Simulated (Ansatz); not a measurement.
**C2H5ClSi (SMILES [CH2][Si+](C)Cl) (charge +1, doublet): density, localisation and related maps**

```xyz
9

C    -0.5183    0.2601    0.5398
C     1.6753    2.5546    1.0535
Cl   -0.2605    2.6459   -1.5961
Si    0.3373    1.7791    0.0928
H    -1.3183   -0.1562   -0.0840
H    -0.2652   -0.2955    1.4514
H     2.5806    2.6347    0.4266
H     1.9030    1.9754    1.9606
H     1.3822    3.5819    1.3319
```

Geometry: PBE0-D3(BJ)/def2-SVP.

Level of theory: isolated molecule in a Gaussian basis; Kohn-Sham density functional theory, functional PBE0 (Ansatz).

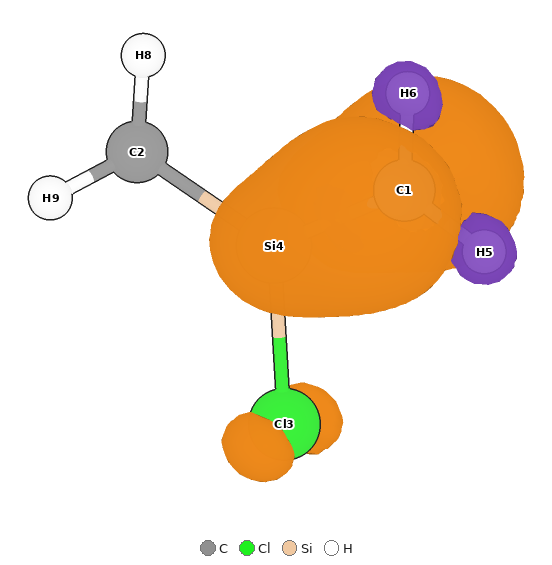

Figure 1. Isosurfaces of the spin density at +0.02 (orange) and −0.02 e/Å³ (purple), seen at an oblique angle.

Q: Where is the unpaired spin?

A: The unpaired spin (1 electron) lies mostly on C1 (about 0.7) and Si4 (about 0.2), in electrons by Hirshfeld's partition.

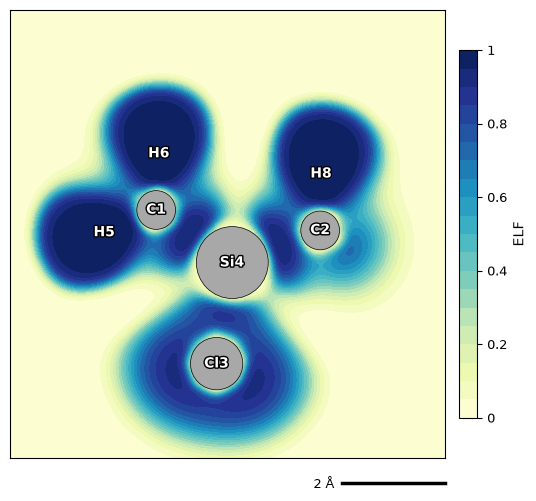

Figure 2. Electron localisation function on the plane of atoms C1, Si4 and Cl3. Grey discs cover the atomic cores.

Q: Read the bonding off the picture.

A: The section cuts through C, Cl, Si and H sites. C–Si (1.80 Å): the ELF peaks at about 0.95 between the atoms, as expected for a covalent bond. Si–Cl (1.99 Å): the ELF peaks at about 0.85 between the atoms, as expected for a shared but strongly polarised pair. C–H (1.10 Å): the ELF climbs to about 1 towards the hydrogen, as it does in any bond to H; a covalent bond by its length. The ELF also peaks beside Cl3, away from the bonds: non-bonding electrons, paired or unpaired.

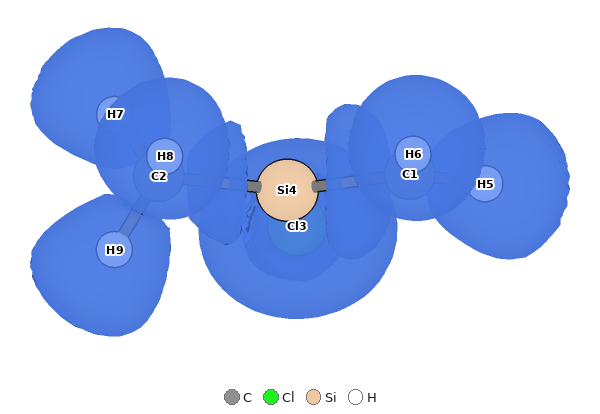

Figure 3. Isosurface of the electron localisation function at 0.8 (blue), seen from one side. Only the valence region is drawn (cores and ρ < 0.01 e/Å³ removed).

Q: What do the ELF domains correspond to?

A: The surface consists of two regions between bonded C–Si atoms (shared pairs), five regions around hydrogen nuclei and one region on Cl in which the atom's valence shell and bonds are merged.
